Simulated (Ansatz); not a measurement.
**Geometry relaxation of C2H11NOSi2 (part 2 of 2)**

C2H11NOSi2, SMILES C[Si](N)([SiH3])CO; RKS PBE-D4/STO-3G (Ansatz 0.2.0). The run did not end well. It belongs to a series of runs on one base structure; here: end point B relaxed.

Geometry of the input (Å):
```
C  -1.5711  -1.0168  -0.5210
Si -0.0820  0.0458  -0.3340
N  0.1412  0.9959  -1.7578
Si 1.7788  -1.4330  0.0669
C  -0.1727  1.1221  1.2027
O  -1.2251  2.1161  1.2447
H  -2.4674  -0.3289  -0.6793
H  -1.5065  -1.6248  -1.4018
H  -1.8027  -1.5678  0.3966
H  -0.1004  1.9925  -1.5345
H  -0.4838  0.7015  -2.4744
H  1.4449  -2.2275  1.3141
H  2.9028  -0.6279  0.2402
H  1.8377  -2.3338  -1.0840
H  0.7708  1.6528  1.3381
H  -0.2984  0.5202  2.1152
H  -1.0946  2.6677  2.0458
```

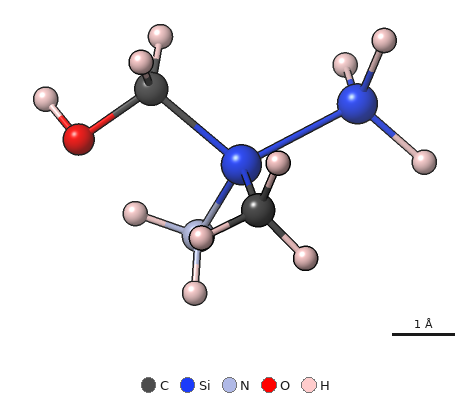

Figure 1. The geometry at step 24 of the log (ball-and-stick view, seen at a tilt).

```
Unfinished report: {"positions_ang":[[-1.6082255779007997,-1.2787883441604873,-0.43015698270722136],[-0.1411768070069825,-0.09574297532104155,-0.24037894295097892],[-0.04636832176846539,1.180004100118928,-1.5389488293391915],[1.785845074466984,-1.2697225603040772,-0.04230017765776769],[-0.45216045060359517,1.1000219199465908,1.2861572858287162],[-0.4970970590370699,2.50857349783933,0.7779915296969886],[-2.5607854492652873,-0.7257577947775401,-0.48611767494769226],[-1.5149615182453329,-1.8841490753734458,-1.3469166937280206],[-1.6738363313299032,-1.9736670804812106,0.42407240562989956],[-0.3066105035736062,2.0154098092515795,-0.8763544962608812],[-0.9502331066270273,1.0688077702417509,-2.098807656045173],[1.7070787892451378,-2.1994559030943783,1.076152557275279],[2.923387271652043,-0.3956000332926132,0.20281384233143682],[2.0721557252206213,-2.0535222129550297,-1.2345021211298446],[0.29239554673326845,0.9826755008428842,2.0969635652152925],[-1.4536698320990662,0.89184636503301,1.7116903131360497],[0.4957625501390799,2.783217016485749,0.8961320756531097]],"unchecked":["starts","cluster_reference","orbital_swaps","neighbouring_geometries","increment"],"mean_field":{"relativity":"none","state":{"energy":{"ev":-21273.670722470157,"hartree":-781.7929792388549},"converged":true,"gradient_ev":9.49992098959284e-6,"stability":{"kind":"minimum","curvature_ev":67.83808423806977},"curvature_floor_ev":0.00030000000000000003,"spin_squared":2.842170943040401e-14},"others":[],"fillings":{"estimated":0,"unestimated":0,"tried":0,"untried":0,"excluded_magnetic_sites":0},"n_dropped_functions":0,"n_trapped_functions":0,"passes":{"evaluations":4,"products":23},"factors":{"origin":"Cholesky decomposition","count":703,"bound_ev":0.000017496322018525756},"gradient_stop_ev":0.00009,"reference_kind":"stationary","functional":{"name":"PBE","citations":["Perdew, Burke & Ernzerhof, Phys. Rev. Lett. 77, 3865 (1996) doi:10.1103/PhysRevLett.77.3865"],"text":"name \"PBE\"\ncite \"Perdew, Burke & Ernzerhof, Phys. Rev. Lett. 77, 3865 (1996) doi:10.1103/PhysRevLett.77.3865\"\nparent pbe\nparameter kappa = 0.804\nparameter beta = 0.06672455060314922\nexchange = pbe_x(kappa = kappa, mu = beta*pi^2/3)\ncorrelation = pbe_c(beta = beta)\n","parameters":{"beta":{"value":0.06672455060314922,"default":0.06672455060314922},"kappa":{"value":0.804,"default":0.804}},"final_grid":{"core_spheres":13.0,"valence_spheres":11.0,"degree":36.0},"final_grid_parameter_source":"default","radial_points_factor":1.0,"radial_grid_error_ev":3.125828648923977e-7,"grid_sensitivity":"normal","grid_sensitivity_ratio":0.001870803151768979},"unsmoothed_excess_ev":-0.00002898288166462874,"symmetry":{"irreps":["A"],"axes":[[0.9991141337232897,0.014206776052185009,-0.03961206014035319],[-0.01440618094758733,0.9998849286560839,-0.004753040808041892],[0.03953997654103082,0.0053194887555668615,0.9992038297036864]],"occupied":[{"A":33},{"A":33}]},"held":{"pivots":699,"left_out":0,"joined":4},"density_repulsion":{"missed_ev":8.751535261561699e-6,"excess_ev":5.536358334802148e-7,"most_excess_ev":0.0001782,"are_drawn_again":false,"n_first_factors":703,"energy_change_ev":0.0,"n_dropped_ends":0}},"factors":{"origin":"Cholesky decomposition","count":703,"bound_ev":0.000017496322018525756},"n_frozen":0,"n_occupied":[33,33],"n_virtual":[16,16],"reference":{"ev":-21273.670722470157,"hartree":-781.7929792388549},"dispersion":{"energy":{"ev":-0.4109008384199919,"hartree":-0.015100327293343038},"switches_in_reach":[]},"total":{"ev":-21274.081623308575,"hartree":-781.8080795661482},"forces_ev_per_angstrom":[[0.05843579439627088,0.08969855731514514,0.017430692224326666],[-0.10649117598683214,0.28416029463764925,0.2054293588427325],[0.05344683329950231,-0.052551370490088185,0.2148785827286952],[0.008827783762545158,0.019692656845594205,0.011534941181977032],[0.08067761043314096,-0.44061706130903244,-0.5657689756386678],[0.11071108426780416,-0.08330007566086833,-0.08505071843170967],[-0.02267045106595287,-0.0031974295212762764,-0.006819822548811078],[-0.00879030903503578,-0.02237623175302834,-0.019043751513551522],[0.0011246192890434163,-0.012216239641760789,0.0069551982911561835],[-0.031093103371866725,0.09463989324717911,-0.07958609326073583],[-0.0447084455121132,-0.002979116862237765,0.008303863182112844],[-0.0018437414689390168,0.00795704985824442,0.002637994584274394],[0.0005315953394817398,0.0014358699873333366,-0.0002838177635113139],[-0.0033398417386423644,0.005709237220315402,-0.008432480371275378],[0.09402205566366507,0.038962451605281063,0.20965352260484288],[-0.1594492915673406,0.028294321008331097,0.12403401886304145],[-0.029391016687998647,0.046687193519149205,-0.03587251298463339]],"charge_distribution":{"dipole_moment_e_ang":[-0.1032760615391276,-0.0596239889453266,0.3500743095478335],"mulliken_charges_e":[-0.396945895596847,0.5744409121074021,-0.5102420285083022,0.31719657388327427,-0.23056952224441307,-0.2119631346501496,0.07136572547953146,0.0739258584748862,0.07208575377159165,0.13298825030365624,0.12275757455906788,-0.11581987366383806,-0.11265473201263898,-0.10884621837991482,0.06548630517610865,0.07397163465679912,0.1828228166438377],"lowdin_charges_e":[-0.2879525109714587,0.48369547043983907,-0.39646525160050494,0.2952266093748328,-0.16404752786068144,-0.1405759088162455,0.04441731643403257,0.04673580641261876,0.04550788240156378,0.09553669991180325,0.08325798824875585,-0.10904438171006325,-0.10599744230895203,-0.10269744487381227,0.0342872729103314,0.04162822745014094,0.13648719455789093]},"orbitals_path":"[file]","n_threads":1,"memory_gib":1.7045454550534487,"seconds":{"hamiltonian":3.335420467,"orbitals":0.0,"second_order":0.0,"solver_start":0.0,"cycles":0.0,"cycle":0.0,"perturbative":0.0,"full_ci_increment":0.0,"forces":0.0}}
this run last wrote the structure of step 39 to [file]
Error: geometry relaxation did not converge after 40 steps: max|allowed force component| = 5.66e-1 eV/Å (threshold 1.5e-2). Raise `relax.max_steps` over both its present limit and 40, loosen `relax.f_tol`, or start from a geometry closer to equilibrium. Where this run's directory can be resumed (`checkpoint.write`), a resume goes on for up to `relax.max_steps` more
```

Trajectory as extended XYZ (Å, eV, eV/Å), 6 of the 40 frames kept, from step=1 to step=40
```
17
Properties=species:S:1:pos:R:3:forces:R:3 step=1 energy=-21272.99822
C    -1.5711   -1.0168   -0.5210   -2.3293   1.9973   0.5348
Si   -0.0820    0.0458   -0.3340    2.2365  -2.1974   1.5126
N     0.1412    0.9959   -1.7578    2.0770   1.7759   1.2691
Si    1.7788   -1.4330    0.0669   -3.8377  -0.1224   0.2553
C    -0.1727    1.1221    1.2027   -0.1708   0.8441   1.3447
O    -1.2251    2.1161    1.2447   -2.5956  -0.5697  -3.9294
H    -2.4674   -0.3289   -0.6793    0.8647  -0.8190   0.1133
H    -1.5065   -1.6248   -1.4018    0.0384  -1.1403  -0.6949
H    -1.8027   -1.5678    0.3966    0.1105  -0.5834  -0.0714
H    -0.1004    1.9925   -1.5345   -0.0431   0.1870  -0.3231
H    -0.4838    0.7015   -2.4744   -1.8933  -0.6748  -2.3049
H     1.4449   -2.2275    1.3141    0.5742   0.6170  -1.0676
H     2.9028   -0.6279    0.2402    1.6687   0.5761   0.2116
H     1.8377   -2.3338   -1.0840    0.4056   0.0335   0.2510
H     0.7708    1.6528    1.3381    1.3811   0.1123  -0.0077
H    -0.2984    0.5202    2.1152    0.3970  -1.0848   0.4059
H    -1.0946    2.6677    2.0458    1.1161   1.0485   2.5007
17
Properties=species:S:1:pos:R:3:forces:R:3 step=9 energy=-21273.99935
C    -1.6300   -0.9903   -0.4164   -0.0054  -0.0042   0.0055
Si   -0.0095   -0.0251   -0.2274   -0.0140  -0.0072  -0.0020
N     0.2827    1.1552   -1.5712   -0.0587   0.0002  -0.0907
Si    1.7438   -1.4430   -0.0322    0.0184  -0.0078   0.0013
C    -0.1931    1.1245    1.2811   -0.0009   0.0052   0.0230
O    -1.1771    2.1533    0.8577    0.0105  -0.0078   0.0147
H    -2.4936   -0.3040   -0.4378   -0.0019  -0.0028  -0.0014
H    -1.6481   -1.5856   -1.3450    0.0062   0.0021  -0.0025
H    -1.7780   -1.6862    0.4269    0.0022   0.0004   0.0042
H    -0.4269    1.9292   -1.3666    0.0215   0.0214   0.0521
H    -0.1335    0.7252   -2.4564    0.0402  -0.0085   0.0405
H     1.5771   -2.3042    1.1301    0.0010   0.0036  -0.0070
H     3.0005   -0.7266    0.1260   -0.0082  -0.0053   0.0032
H     1.8624   -2.3051   -1.1991   -0.0013   0.0060   0.0035
H     0.7942    1.5798    1.5481   -0.0074  -0.0044  -0.0043
H    -0.5341    0.5595    2.1874   -0.0076   0.0207  -0.0225
H    -1.1653    2.7977    1.6725    0.0054  -0.0115  -0.0179
17
Properties=species:S:1:pos:R:3:forces:R:3 step=17 energy=-21274.04924
C    -1.6116   -1.1309   -0.4363   -0.0360  -0.0267  -0.0192
Si   -0.0432   -0.0909   -0.2459   -0.0023   0.2302   0.1329
N     0.1586    1.2012   -1.5112    0.0021  -0.0666   0.0159
Si    1.7713   -1.4289   -0.0381    0.0013  -0.0043  -0.0131
C    -0.2738    1.0874    1.2633    0.0352  -0.2523  -0.2257
O    -0.9682    2.2678    0.6616    0.0723  -0.0409   0.0699
H    -2.5067   -0.4918   -0.5235    0.0090   0.0083  -0.0121
H    -1.5672   -1.7731   -1.3321   -0.0090  -0.0055  -0.0036
H    -1.7585   -1.7877    0.4375    0.0067  -0.0276   0.0115
H    -0.3126    2.0022   -0.9393   -0.0167  -0.0287  -0.0180
H    -0.5846    0.9952   -2.2519    0.0015   0.0193   0.0175
H     1.6221   -2.3233    1.1017    0.0001   0.0064  -0.0010
H     2.9915   -0.6626    0.1641   -0.0032   0.0060   0.0052
H     1.9546   -2.2602   -1.2185    0.0049  -0.0013   0.0009
H     0.7090    1.3725    1.7038    0.0031   0.0410   0.0044
H    -0.8839    0.6390    2.0832   -0.0508   0.0173   0.0349
H    -0.6253    3.0384    1.2590   -0.0181   0.1253  -0.0003
17
Properties=species:S:1:pos:R:3:forces:R:3 step=24 energy=-21274.05638
C    -1.6197   -1.1760   -0.4468    0.0028   0.0018   0.0008
Si   -0.0774   -0.0959   -0.2488    0.0009  -0.0087  -0.0004
N     0.1083    1.1805   -1.5289   -0.0005  -0.0016   0.0105
Si    1.7687   -1.3894   -0.0295    0.0048   0.0007  -0.0101
C    -0.3064    1.0738    1.2619    0.0007   0.0218   0.0194
O    -0.8510    2.3360    0.6612    0.0165   0.0146   0.0431
H    -2.5328   -0.5602   -0.5129   -0.0004  -0.0013  -0.0003
H    -1.5639   -1.7935   -1.3593   -0.0014  -0.0004   0.0001
H    -1.7393   -1.8603    0.4107    0.0006   0.0010  -0.0014
H    -0.2833    2.0034   -0.9234   -0.0004  -0.0047  -0.0146
H    -0.7000    1.0143   -2.2089    0.0018   0.0021   0.0032
H     1.6387   -2.2879    1.1094   -0.0035   0.0021  -0.0003
H     2.9624   -0.5856    0.1865   -0.0018  -0.0009   0.0018
H     1.9912   -2.2139   -1.2080    0.0015  -0.0003   0.0021
H     0.6589    1.2637    1.7846   -0.0227  -0.0050  -0.0102
H    -1.0200    0.6760    2.0243    0.0122   0.0059  -0.0183
H    -0.3626    3.0690    1.2054   -0.0112  -0.0272  -0.0255
17
Properties=species:S:1:pos:R:3:forces:R:3 step=32 energy=-21274.05936
C    -1.6178   -1.1929   -0.4457   -0.0023  -0.0012   0.0008
Si   -0.0876   -0.0962   -0.2460    0.0025   0.0035   0.0113
N     0.0813    1.1860   -1.5198    0.0037  -0.0053  -0.0059
Si    1.7722   -1.3705   -0.0308    0.0007   0.0003  -0.0036
C    -0.3343    1.0713    1.2694    0.0029  -0.0060  -0.0031
O    -0.8186    2.3687    0.6830   -0.0022  -0.0026   0.0130
H    -2.5381   -0.5870   -0.5026   -0.0003  -0.0023  -0.0007
H    -1.5597   -1.8021   -1.3637    0.0001  -0.0010   0.0005
H    -1.7260   -1.8858    0.4064    0.0007   0.0003  -0.0004
H    -0.3150    2.0020   -0.9056   -0.0025   0.0111   0.0148
H    -0.7279    1.0172   -2.1975   -0.0033  -0.0030  -0.0026
H     1.6445   -2.2809    1.0988   -0.0002   0.0010   0.0000
H     2.9556   -0.5560    0.2015   -0.0004   0.0008   0.0007
H     2.0119   -2.1819   -1.2150    0.0011   0.0010  -0.0001
H     0.6069    1.2188    1.8436   -0.0115  -0.0002  -0.0020
H    -1.0994    0.6889    1.9866    0.0005   0.0074  -0.0125
H    -0.1765    3.0544    1.1151    0.0102  -0.0038  -0.0104
17
Properties=species:S:1:pos:R:3:forces:R:3 step=40 energy=-21274.07541 accepted=F
C    -1.6058   -1.2794   -0.4415    0.0226   0.0402   0.0295
Si   -0.1419   -0.1013   -0.2327   -0.0938  -0.0425   0.0219
N    -0.0621    1.1569   -1.5448   -0.5561   0.5671  -0.0558
Si    1.7914   -1.2636   -0.0271    0.0048   0.0439  -0.0256
C    -0.4477    1.0807    1.2731   -0.0381  -0.0055   0.0258
O    -0.4661    2.4904    0.7496    0.0904  -0.0330   0.0368
H    -2.5563   -0.7221   -0.4993   -0.0159  -0.0147   0.0266
H    -1.5103   -1.8702   -1.3679    0.0125  -0.0254   0.0019
H    -1.6770   -1.9863    0.4026   -0.0263  -0.0101  -0.0085
H    -0.2943    2.0178   -0.8877    0.3947  -0.1825   0.0615
H    -1.0312    1.1048   -2.0157    0.2695  -0.3447  -0.0897
H     1.7184   -2.1858    1.0976   -0.0050   0.0028   0.0013
H     2.9215   -0.3784    0.2128    0.0019  -0.0004   0.0031
H     2.0823   -2.0487   -1.2173   -0.0009  -0.0025   0.0025
H     0.2818    0.9745    2.1077   -0.0198   0.0104  -0.0137
H    -1.4616    0.9107    1.7001    0.0022  -0.0115   0.0008
H     0.5304    2.7540    0.8679   -0.0426   0.0084  -0.0184
```

Outcome

- outcome: not converged
- hardware: 1 thread of Arm Neoverse V2, 24 GiB of memory available, shared host
- wall time: 2.5 min
- peak memory: 0.23 GiB

What went wrong

The run did not converge: “geometry relaxation did not converge after 40 steps: max|allowed force component| = 5.66e-1 eV/Å (threshold 1.5e-2). Raise `relax.max_steps` over both its present limit and 40, loosen `relax.f_tol`, or start from a geometry closer to equilibrium …” Its last values are not results.
